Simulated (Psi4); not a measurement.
# InSiNH6 (SMILES N[SiH2][InH2]) at SVWN5/def2-SVP (core potential)

Aim: the vertical singlet–triplet gap of InSiNH6 at SVWN5/def2-SVP (core potential), from 2 runs. 

The results are computed with Psi4 1.11.

2 further runs of the same task are left out: 2 set aside as unsound or not needed. Runs told in other sessions of the task aren't counted.

### 1 The molecule

InSiNH6: 9 atoms, total charge 0, spin state singlet. SMILES: `N[SiH2][InH2]`. Geometry: relaxed at PBE0-D4/def2-TZVP. This is one conformer, not always the lowest.

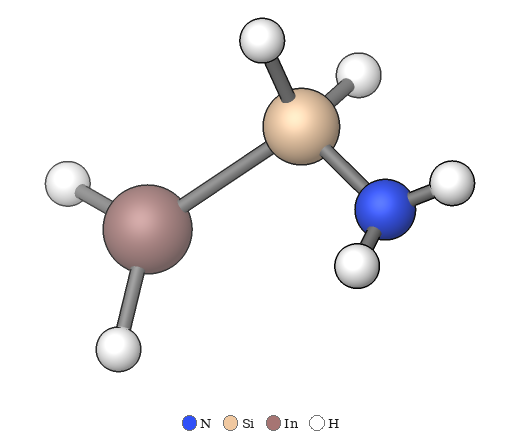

Viewed from a chosen angle; nitrogen blue, silicon light orange, indium brown, hydrogen white.

### 2 The energy at SVWN5/def2-SVP (core potential)

File job.py:

```python
import psi4

psi4.set_memory('2200 MB')
psi4.set_num_threads(1)
psi4.core.set_output_file('run.log', False)

mol = psi4.geometry("""
0 1
N     -1.68469084     1.11758403    -2.52542999
Si     0.70637963     1.40595624    -0.31879680
In     0.50493482    -2.37236218     2.73273295
H     -2.07038394    -0.59375195    -3.26280113
H     -1.95718935     2.48687958    -3.82197109
H      0.32125344     3.84842725     1.03027868
H      3.32383928     1.57244111    -1.39972014
H     -1.04161704    -5.13400794     1.87441934
H      1.89747400    -2.33135512     5.69109920
units bohr
symmetry c1
""")

options = {'basis': 'def2-SVP', 'puream': True, 'e_convergence': 1e-09, 'd_convergence': 1e-08, 'scf_type': 'pk', 'dft_radial_points': 99, 'dft_spherical_points': 590}
psi4.set_options(options)

e, wfn = psi4.energy("scf", dft_functional={"name": "SVWN5", "x_functionals": {"LDA_X": {}}, "c_functionals": {"LDA_C_VWN": {}}}, return_wfn=True)
psi4.oeprop(wfn, "QUADRUPOLE", "WIBERG_LOWDIN_INDICES", "MAYER_INDICES")
print(f'scf energy: {e:.10f} Eh')
```

The run is started by

```
python job.py
```

run.log:

```text
[...]
    !!!  WARNING: ECP capability is in beta. Please check occupations closely.  !!!
[...]
  Running in c1 symmetry.
[...]
  Nuclear repulsion =  171.526686787740260
[...]
  Multiplicity = 1
[...]
  Nalpha       = 24
  Nbeta        = 24
[...]
    Number of basis functions: 88
[...]
   @RKS iter   1:  -535.49276228994700   -6.39663e-01   9.89099e-03 DIIS/ADIIS
[...]
   @RKS iter  13:  -535.86409381460942   -1.93268e-12   2.46460e-09 DIIS
[...]
    Orbital Energies [Eh]
    ---------------------
    Doubly Occupied:
       1A    -65.101466     2A    -13.841432     3A     -5.020293
       4A     -4.465673     5A     -3.465013     6A     -3.464342
       7A     -3.463703     8A     -2.916173     9A     -2.904533
      10A     -2.904267    11A     -0.753521    12A     -0.690436
      13A     -0.684044    14A     -0.683293    15A     -0.682802
      16A     -0.679271    17A     -0.478852    18A     -0.440678
      19A     -0.381454    20A     -0.348643    21A     -0.303612
      22A     -0.251182    23A     -0.231927    24A     -0.206487
[...]
  @RKS Final Energy:  -535.86409381460942
   => Energetics <=
    Nuclear Repulsion Energy =            171.5266867877402603
    One-Electron Energy =               -1155.5473275924011887
    Two-Electron Energy =                 492.8599441402844263
    DFT Exchange-Correlation Energy =     -44.7033971502328384
    Empirical Dispersion Energy =           0.0000000000000000
    VV10 Nonlocal Energy =                  0.0000000000000000
    Total Energy =                       -535.8640938146094186
[...]
 Multipole Moments:
 ------------------------------------------------------------------------------------
     Multipole            Electronic (a.u.)      Nuclear  (a.u.)        Total (a.u.)
 ------------------------------------------------------------------------------------
 L = 1.  Multiply by 2.5417464519 to convert [e a0] to [Debye]
 Dipole X            :          6.7741519           -6.9317617           -0.1576098
 Dipole Y            :        -41.6634331           41.6890252            0.0255921
 Dipole Z            :         43.5410637          -44.1356534           -0.5945897
 Magnitude           :                                                    0.6156563
 L = 2.  Multiply by 1.3450342976 to convert [e a0^2] to [Debye ang]
 Quadrupole XX       :        -89.8250549           55.4084436          -34.4166114
 Quadrupole XY       :         20.9805403          -22.4094445           -1.4289042
[...]
```

Standard output:

```text
scf energy: -535.8640938146 Eh
```

It took 8.1 s on 1 thread of AMD EPYC 9R45 (Zen 5), shared host; peak memory 0.6 GiB.

### 3 The triplet: energy and forces at USVWN5/def2-SVP (core potential)

File job.in:

```
memory 2200 mb

molecule m {
  0 3
  N
  Si 1 r2
  In 2 r3 1 a3
  H 1 r4 2 a4 3 d4
  H 1 r5 4 a5 2 d5
  H 2 r6 1 a6 4 d6
  H 2 r7 6 a7 1 d7
  H 3 r8 2 a8 6 d8
  H 3 r9 8 a9 4 d9

  r2 = 1.728524
  r3 = 2.572264
  a3 = 108.97363
  r4 = 1.006988
  a4 = 119.30977
  d4 = -40.8945
  r5 = 1.008252
  a5 = 110.71015
  d5 = 145.73307
  r6 = 1.490552
  a6 = 107.45882
  d6 = -161.93911
  r7 = 1.501149
  a7 = 104.93763
  d7 = 122.89153
  r8 = 1.735444
  a8 = 120.64998
  d8 = 138.98249
  r9 = 1.7304
  a9 = 116.62594
  d9 = 176.14054
  symmetry c1
}

set basis def2-SVP
set reference uks
set puream true
set e_convergence 1e-09
set d_convergence 1e-08
set scf_type pk
set dft_radial_points 99
set dft_spherical_points 590
set maxiter 100

E, wfn = gradient("scf", dft_functional={"name": "SVWN5", "x_functionals": {"LDA_X": {}}, "c_functionals": {"LDA_C_VWN": {}}}, return_wfn=True)
oeprop(wfn, "LOWDIN_CHARGES", "WIBERG_LOWDIN_INDICES", "DIPOLE", title="SCF")
```

The run is started by

```
psi4 job.in job.out -n 1
```

job.out, shortened:

```text
[...]
    !!!  WARNING: ECP capability is in beta. Please check occupations closely.  !!!
[...]
  Running in c1 symmetry.
[...]
  Nuclear repulsion =  171.526677729748712
[...]
  Multiplicity = 3
[...]
  Nalpha       = 25
  Nbeta        = 23
[...]
    Number of basis functions: 88
[...]
   @UKS iter   1:  -535.40062592691243   -5.61661e-01   9.57354e-03 DIIS/ADIIS
[...]
   @UKS iter  18:  -535.74758223206970   -1.81899e-12   5.27648e-09 DIIS
[...]
   @S^2 Observed:                2.001266440E+00
[...]
  @UKS Final Energy:  -535.74758223206970
   => Energetics <=
    Nuclear Repulsion Energy =            171.5266777297487124
    One-Electron Energy =               -1154.5043587796772044
    Two-Electron Energy =                 491.8550819487697936
    DFT Exchange-Correlation Energy =     -44.6249831309110050
    Empirical Dispersion Energy =           0.0000000000000000
    VV10 Nonlocal Energy =                  0.0000000000000000
    Total Energy =                       -535.7475822320697034
  UHF NO Occupations:
  HONO-2 :   23  A 1.9998109
  HONO-1 :   24  A 1.0000000
[...]
  -Total Gradient:
     Atom            X                  Y                   Z
    ------   -----------------  -----------------  -----------------
       1       -0.003247285635     0.004565079201    -0.019619744881
       2        0.009557906890    -0.003470851529     0.006612755349
       3        0.001399442732     0.020922004366    -0.006508568878
       4       -0.012376598499     0.010770711032     0.007439511991
       5        0.011127166483    -0.013308576052     0.009599554534
       6        0.004728579668    -0.003304081009    -0.002104660555
       7       -0.010258931983     0.002705773062    -0.001908983539
       8       -0.002480801172    -0.007961761825     0.008218498916
       9        0.001557183240    -0.010910907979    -0.001727225869
[...]
 Multipole Moments:
 ------------------------------------------------------------------------------------
[...]
```

Run time: 20 s. Hardware: 1 thread of AMD EPYC 9R45 (Zen 5), shared host; peak memory 0.6 GiB.

### 4 Results

Level: SVWN5/def2-SVP (core potential).

```
                                        quantity          value
                           singlet: total energy  -535.86409 Eh
                          singlet: dipole moment         1.56 D
                            singlet: HOMO energy       -5.62 eV
                            singlet: LUMO energy       -2.85 eV
                          singlet: HOMO–LUMO gap        2.77 eV
                           triplet: total energy  -535.74758 Eh
                          triplet: dipole moment         4.90 D
     triplet: HOMO energy (highest over α and β)       -2.89 eV
                                   triplet: ⟨S²⟩          2.001
               triplet: largest force on an atom     1.129 eV/Å
vertical energy of the triplet above the singlet       3.170 eV
```

At this shape the triplet lies 3.17 eV (73 kcal/mol) above the singlet.
